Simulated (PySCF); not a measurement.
## Electronic structure of C2H7NSSi2 in real space

Input file:

```
{"job": {"kind": "uv", "xc": "PBE0", "basis": "def2-SVPD", "nstates": 8, "ntriplets": 3}, "charge": 0, "multiplicity": 1}
N      2.654069     1.898729    -0.083732
C      2.317801     0.804060    -0.047622
Si     1.762368    -0.981112    -0.016138
S      0.019888    -1.259810    -1.220126
C     -1.355555    -0.759246    -0.116864
Si    -1.513957     1.132952     0.084288
H      1.450373    -1.294956     1.373981
H      2.792486    -1.780464    -0.655268
H     -2.240327    -1.173799    -0.596616
H     -1.221703    -1.276468     0.831780
H     -1.579438     1.730459    -1.244805
H     -2.744124     1.354475     0.845272
H     -0.346270     1.605667     0.828124
```

Run with:

```sh
OMP_NUM_THREADS=1 python probes_run.py task.json out
```

Geometry: GFN2-xTB.

The calculation used PBE0/def2-SVPD, SCF density, gas phase in PySCF.

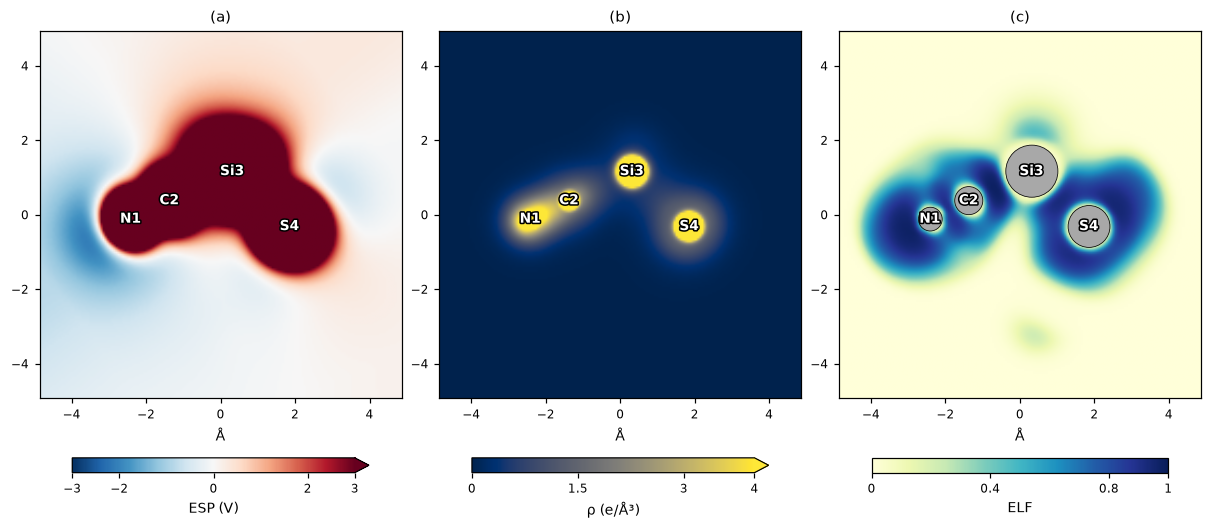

Figure 1. (a) molecular electrostatic potential; (b) total electron density; (c) electron localisation function on the plane of atoms C2, Si3 and S4. Grey discs cover the atomic cores in the ELF map.

What do the fields say about this system?

- Atoms in the plane: N, C, Si and S.
- C–N (1.15 Å): ρ at the midpoint is about 3.6 e/Å³; the ELF peaks at about 0.90 between the atoms: a multiple bond.
- C–Si (1.87 Å): ρ is about 0.9 e/Å³ halfway; the ELF peaks at about 1 between the atoms, as expected for a shared electron pair.
- Si–S (2.14 Å): ρ is about 0.83 e/Å³ halfway; the ELF peaks at about 0.90 between the atoms: a covalent bond.
- The ELF also peaks beside S4 and N1, away from the bonds: lone-pair regions.
- Outside the dense part of the molecule the potential is most negative (−2.1 V) near N1.

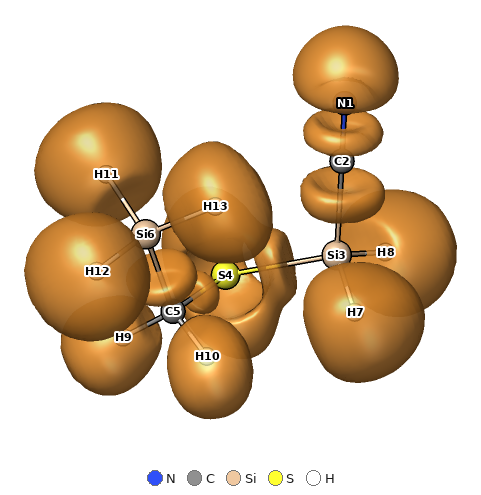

Figure 2. Isosurface of the ELF at 0.8 (orange), seen at a tilt. Only the valence region is drawn (cores and ρ < 0.01 e/Å³ removed).

Identify the bonds, lone pairs and shells in this picture.

The surface consists of one region between bonded C–N atoms (shared pairs), one region between bonded C–S atoms (shared pairs), two regions between bonded C–Si atoms (shared pairs), seven regions around hydrogen nuclei, one region on S in which the atom's valence shell and bonds are merged and one lobe on N, pointing away from the bonds (lone pairs).


 C–S (1.83 Å): the ELF peaks at about 0.90 between the atoms, as expected for a shared electron pair.

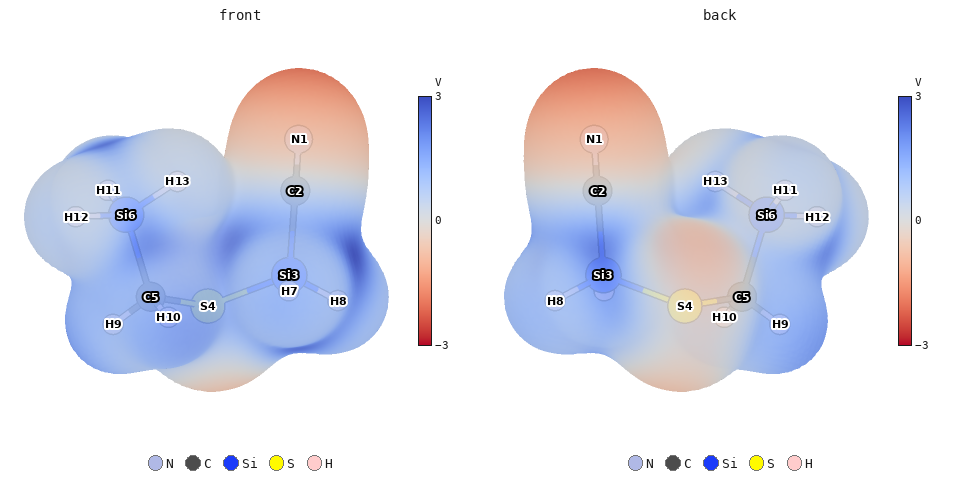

Figure 3. The electrostatic potential painted on the density surface at 0.004 e/bohr³, seen from the front and from behind; the colour scale runs from red (negative) to blue (positive).

Where is the surface potential most negative and most positive?

The most negative region (about −1.9 V, or −44 kcal/mol for a unit charge) lies over N1, the most positive (about +2.7 V, or +62 kcal/mol for a unit charge) over Si3. N1 is the likeliest acceptor of a hydrogen bond.

How polar is the molecule by this calculation?

Its dipole moment is 3.65 D.
